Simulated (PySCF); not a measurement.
# CH₈OSi₃: electronic excitations at several levels of theory, part 2 of 2

PySCF 2.14.0. Atoms count from 0. The steps go on from the part before.

## Step 9: Excited states and response: wB97X-D/def2-SVPD

What the job is given:

```
{"job": {"kind": "uv", "xc": "wB97X-D", "basis": "def2-SVPD", "ip": true}, "charge": 0, "multiplicity": 1}
Si     2.332503     0.113977     0.292153
Si     0.077699    -0.248862     0.818881
C     -1.158848     0.919871    -0.037406
Si    -1.743293    -0.679454    -0.874880
O     -0.572061    -1.577648    -0.032350
H      3.181968    -1.058241     0.663062
H      2.456732     0.361584    -1.178520
H      2.830115     1.323038     1.021714
H     -0.127765    -0.398072     2.292616
H     -0.720690     1.671516    -0.711102
H     -1.883219     1.413061     0.627939
H     -3.131550    -1.115303    -0.546232
H     -1.540310    -0.745219    -2.350969
```

Level: TDDFT wB97X-D/def2-SVPD, vertical, gas phase, core orbitals frozen in the response.

The log of the run:

```text
coarse grid: 12008 points
cycle   1  E = -986.0149789648  dE =  2.893e-01  |g| = 7.848e-01  |ddm| = 4.041e+00
cycle   2  E = -985.9140547552  dE =  1.009e-01  |g| = 1.094e+00  |ddm| = 2.151e+00
cycle   3  E = -986.1445376069  dE = -2.305e-01  |g| = 7.336e-02  |ddm| = 1.156e+00
cycle   4  E = -986.1457331219  dE = -1.196e-03  |g| = 3.707e-02  |ddm| = 1.736e-01
cycle   5  E = -986.1461081544  dE = -3.750e-04  |g| = 5.301e-03  |ddm| = 6.554e-02
cycle   6  E = -986.1461181534  dE = -9.999e-06  |g| = 1.264e-03  |ddm| = 1.757e-02
final grid: 101176 points
cycle   7  E = -986.2820359784  dE = -5.559e-05  |g| = 3.234e-03  |ddm| = 1.036e-01
cycle   8  E = -986.2820375680  dE = -1.590e-06  |g| = 2.478e-03  |ddm| = 1.455e-02
cycle   9  E = -986.2820389611  dE = -1.393e-06  |g| = 5.528e-04  |ddm| = 3.131e-03
cycle  10  E = -986.2820390316  dE = -7.052e-08  |g| = 2.925e-04  |ddm| = 1.428e-03
cycle  11  E = -986.2820390518  dE = -2.020e-08  |g| = 5.461e-05  |ddm| = 3.965e-04
cycle  12  E = -986.2820390535  dE = -1.712e-09  |g| = 1.120e-05  |ddm| = 1.667e-04
cycle  13  E = -986.2820390537  dE = -1.282e-10  |g| = 3.041e-06  |ddm| = 6.459e-05
converged SCF energy = -986.2820390537

Static polarisability (au): isotropic 94.663, principal 81.680 87.199 115.111

Singlet excitations
state   eV       nm        f      main configurations
  1   5.9576    208.1   0.02033   H->L 0.94
  2   6.5845    188.3   0.06653   H-1->L 0.94
  3   6.9371    178.7   0.04257   H->L+1 0.84
  4   7.1479    173.5   0.00044   H-2->L 0.94
  5   7.4831    165.7   0.01133   H->L+2 0.34, H-3->L 0.27, H->L+3 0.21
  6   7.5335    164.6   0.00523   H-1->L+1 0.33, H-3->L 0.29
  7   7.6758    161.5   0.06072   H-1->L+1 0.55, H->L+2 0.14, H-3->L 0.13
  8   7.8398    158.1   0.25063   H->L+3 0.26, H->L+2 0.24, H->L+6 0.18
  9   8.0469    154.1   0.17386   H->L+6 0.37, H->L+3 0.18, H->L+2 0.11
 10   8.1040    153.0   0.01515   H->L+5 0.28, H->L+8 0.24, H->L+6 0.11

Triplet excitations (Tamm-Dancoff, eV): 5.4317 6.1841 6.2660 6.8698
Vertical ionisation energy (delta-SCF) = 9.6837 eV
```

Run time: 36 s. Hardware: 1 thread of AMD EPYC 9R45, shared host; peak memory 0.9 GiB.

In short: HOMO -9.55 eV, LUMO 0.93 eV; lowest singlet 5.96 eV.

## Step 10: Excited states and response: LC-wPBE/def2-SVPD

The job, as its differences from that of step 9:

```diff
@@ -1,2 +1,2 @@
-{"job": {"kind": "uv", "xc": "wB97X-D", "basis": "def2-SVPD", "ip": true}, "charge": 0, "multiplicity": 1}
+{"job": {"kind": "uv", "xc": "LC-wPBE", "basis": "def2-SVPD", "ip": true}, "charge": 0, "multiplicity": 1}
 Si     2.332503     0.113977     0.292153
```

With the program's defaults for keys left out, this is: TDDFT LC-wPBE/def2-SVPD, vertical, gas phase, core orbitals frozen in the response.

The log of the run:

```text
coarse grid: 12008 points
cycle   1  E = -985.6862598574  dE =  3.116e-01  |g| = 7.740e-01  |ddm| = 4.031e+00
cycle   2  E = -985.6409147857  dE =  4.535e-02  |g| = 9.733e-01  |ddm| = 1.908e+00
cycle   3  E = -985.8177510965  dE = -1.768e-01  |g| = 6.564e-02  |ddm| = 9.341e-01
cycle   4  E = -985.8190118634  dE = -1.261e-03  |g| = 3.048e-02  |ddm| = 1.783e-01
cycle   5  E = -985.8192801137  dE = -2.683e-04  |g| = 6.069e-03  |ddm| = 6.486e-02
cycle   6  E = -985.8192900926  dE = -9.979e-06  |g| = 1.310e-03  |ddm| = 1.752e-02
final grid: 101176 points
cycle   7  E = -985.9886429778  dE = -2.439e-05  |g| = 3.213e-03  |ddm| = 4.526e-02
cycle   8  E = -985.9886445886  dE = -1.611e-06  |g| = 2.366e-03  |ddm| = 7.512e-03
cycle   9  E = -985.9886459792  dE = -1.391e-06  |g| = 3.935e-04  |ddm| = 2.762e-03
cycle  10  E = -985.9886460298  dE = -5.069e-08  |g| = 2.623e-04  |ddm| = 1.031e-03
cycle  11  E = -985.9886460481  dE = -1.829e-08  |g| = 5.673e-05  |ddm| = 3.955e-04
cycle  12  E = -985.9886460497  dE = -1.610e-09  |g| = 9.015e-06  |ddm| = 1.761e-04
cycle  13  E = -985.9886460498  dE = -6.457e-11  |g| = 2.467e-06  |ddm| = 4.230e-05
converged SCF energy = -985.9886460498

Static polarisability (au): isotropic 92.452, principal 80.045 85.557 111.755

Singlet excitations
state   eV       nm        f      main configurations
  1   6.2401    198.7   0.01911   H->L 0.89
  2   6.9594    178.2   0.07690   H-1->L 0.90
  3   7.2291    171.5   0.04862   H->L+1 0.60, H->L+4 0.18
  4   7.5522    164.2   0.00136   H-2->L 0.87
  5   7.7969    159.0   0.01318   H-3->L 0.52, H->L+5 0.09, H->L+3 0.09
  6   7.9511    155.9   0.01675   H->L+1 0.23, H->L+3 0.17, H-1->L+1 0.15
  7   8.1105    152.9   0.18057   H-1->L+1 0.61
  8   8.1986    151.2   0.05190   H->L+2 0.26, H->L+6 0.17, H->L+5 0.10
  9   8.4506    146.7   0.23618   H->L+2 0.25, H->L+6 0.19, H->L+4 0.12
 10   8.4984    145.9   0.12354   H->L+8 0.25, H->L+7 0.16, H->L+5 0.14

Triplet excitations (Tamm-Dancoff, eV): 5.5118 6.2416 6.4461 7.0799
Vertical ionisation energy (delta-SCF) = 9.9276 eV
```

Wall time 60 s (1 thread of AMD EPYC 9R45, shared host); peak memory 0.85 GiB.

Key values: HOMO -10.31 eV, LUMO 1.31 eV; lowest singlet 6.24 eV.

## Step 11: TDDFT and polarisability: PBE0/6-31G*

The job, as its differences from that of step 10:

```diff
@@ -1,2 +1,2 @@
-{"job": {"kind": "uv", "xc": "LC-wPBE", "basis": "def2-SVPD", "ip": true}, "charge": 0, "multiplicity": 1}
+{"job": {"kind": "uv", "xc": "PBE0", "basis": "6-31G*"}, "charge": 0, "multiplicity": 1}
 Si     2.332503     0.113977     0.292153
```

With the program's defaults for keys left out, this is: TDDFT PBE0/6-31G*, vertical, gas phase, core orbitals frozen in the response.

The log of the run:

```text
coarse grid: 12008 points
cycle   1  E = -986.0597859003  dE =  2.948e-01  |g| = 7.866e-01  |ddm| = 3.138e+00
cycle   2  E = -985.7599369799  dE =  2.998e-01  |g| = 1.425e+00  |ddm| = 2.185e+00
cycle   3  E = -986.1844208561  dE = -4.245e-01  |g| = 1.359e-01  |ddm| = 1.609e+00
cycle   4  E = -986.1879460129  dE = -3.525e-03  |g| = 6.534e-02  |ddm| = 1.891e-01
cycle   5  E = -986.1890854216  dE = -1.139e-03  |g| = 6.433e-03  |ddm| = 7.461e-02
cycle   6  E = -986.1890989311  dE = -1.351e-05  |g| = 1.201e-03  |ddm| = 1.271e-02
cycle   7  E = -986.1890994013  dE = -4.702e-07  |g| = 1.858e-04  |ddm| = 1.851e-03
final grid: 101176 points
cycle   8  E = -986.1233650694  dE = -3.468e-06  |g| = 6.578e-03  |ddm| = 1.133e-02
cycle   9  E = -986.1233488899  dE =  1.618e-05  |g| = 1.085e-02  |ddm| = 1.501e-02
cycle  10  E = -986.1233749156  dE = -2.603e-05  |g| = 8.726e-04  |ddm| = 9.473e-03
cycle  11  E = -986.1233750832  dE = -1.675e-07  |g| = 6.739e-05  |ddm| = 8.324e-04
cycle  12  E = -986.1233750848  dE = -1.606e-09  |g| = 2.883e-05  |ddm| = 1.770e-04
cycle  13  E = -986.1233750851  dE = -2.772e-10  |g| = 5.178e-06  |ddm| = 4.626e-05
converged SCF energy = -986.1233750851

Static polarisability (au): isotropic 80.071, principal 64.346 73.557 102.309

Singlet excitations
state   eV       nm        f      main configurations
  1   5.7781    214.6   0.01717   H->L 0.98
  2   6.3767    194.4   0.06391   H-1->L 0.97
  3   6.8431    181.2   0.00322   H-2->L 0.97
  4   6.9449    178.5   0.03183   H->L+1 0.94
  5   7.4236    167.0   0.01230   H-3->L 0.82, H->L+3 0.09
  6   7.5237    164.8   0.00248   H-1->L+1 0.76, H->L+2 0.15
  7   7.6824    161.4   0.25817   H->L+2 0.66, H-1->L+1 0.14
  8   7.9009    156.9   0.03834   H->L+3 0.74
  9   8.0596    153.8   0.00935   H-2->L+1 0.79, H-1->L+2 0.09
 10   8.1037    153.0   0.01535   H-1->L+2 0.79

Triplet excitations (Tamm-Dancoff, eV): 5.2784 5.9583 6.2226 6.5558
```

Wall time 4.1 s (1 thread of AMD EPYC 9R45, shared host); peak memory 0.57 GiB.

This run: HOMO -7.61 eV, LUMO -0.52 eV; lowest singlet 5.78 eV.

## Step 12: Side by side: electronic excitations

Excitations and ground-state properties, with basis size and wall time:

| run | lowest singlet (eV) | brightest (eV) | f | gap (eV) | α (Å³) | μ (D) | functions | time |
| --- | --- | --- | --- | --- | --- | --- | --- | --- |
| HF/def2-SVPD | 6.87 | 8.73 | 0.323 | 12.65 | 12.97 | 1.78 | 179 | 13 s |
| LDA/def2-SVPD | 4.97 | 6.66 | 0.135 | 4.81 | 15.14 | 1.70 | 179 | 47 s |
| PBE/def2-SVPD | 5.09 | 6.74 | 0.183 | 4.94 | 14.82 | 1.64 | 179 | 66 s |
| B3LYP/def2-SVPD | 5.60 | 7.28 | 0.353 | 6.59 | 14.29 | 1.69 | 179 | 58 s |
| PBE0/def2-SVPD | 5.67 | 7.46 | 0.325 | 6.95 | 14.20 | 1.69 | 179 | 41 s |
| BHandHLYP/def2-SVPD | 6.16 | 7.95 | 0.441 | 8.92 | 13.67 | 1.74 | 179 | 32 s |
| CAM-B3LYP/def2-SVPD | 5.94 | 7.75 | 0.386 | 9.25 | 14.02 | 1.72 | 179 | 37 s |
| wB97X-D/def2-SVPD | 5.96 | 7.84 | 0.251 | 10.48 | 14.03 | 1.70 | 179 | 36 s |
| LC-wPBE/def2-SVPD | 6.24 | 8.45 | 0.236 | 11.62 | 13.70 | 1.71 | 179 | 60 s |
| PBE0/6-31G* | 5.78 | 7.68 | 0.258 | 7.09 | 11.87 | 1.90 | 98 | 4.1 s |

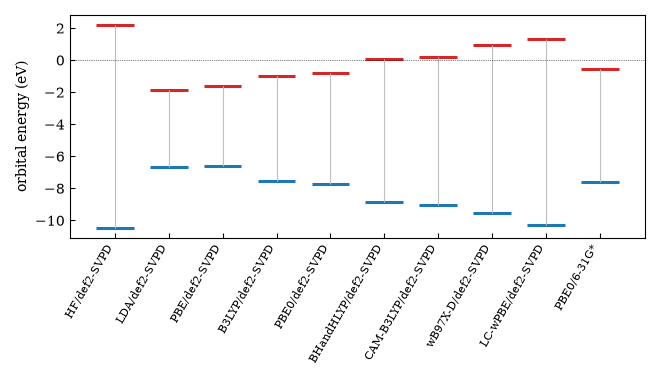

HOMO (blue) and LUMO (red) run by run.

## Step 13: Results

This closing draws on all 2 parts.

| quantity | value |
| --- | --- |
| lowest singlet (HF/def2-SVPD) | 6.87 eV (181 nm), f = 0.049 |
| brightest single state of those computed | state 6, 8.73 eV, f = 0.323 |
| lowest triplet | 5.88 eV |
| vertical ionisation energy (ΔSCF) | 9.23 eV |
| range of the lowest singlet | 4.97 to 6.87 eV |

In words: Single values in the summary come from the first sound run of each kind (HF/def2-SVPD), which need not be the best level. The lowest singlet, at 6.87 eV, is HOMO→LUMO 0.73 and is weak; of the 10 states computed, the strongest absorption comes from state 6 at 8.73 eV. The lowest triplet lies 0.99 eV below the lowest singlet (triplets in Tamm-Dancoff, singlets in full TDDFT). At HF/def2-SVPD, the highest states lie near or above the ionisation energy, where they hang on the basis. ΔSCF puts the ionisation energy at 9.23 eV, 1.24 eV below −ε(HOMO). The lowest singlet runs from 4.97 eV (LDA/def2-SVPD) to 6.87 eV (HF/def2-SVPD), while the orbital gap spans 4.81 to 12.65 eV. The lowest state need not be the same one in every run. The runs solved for a few states only, so the brightest column depends on that window.
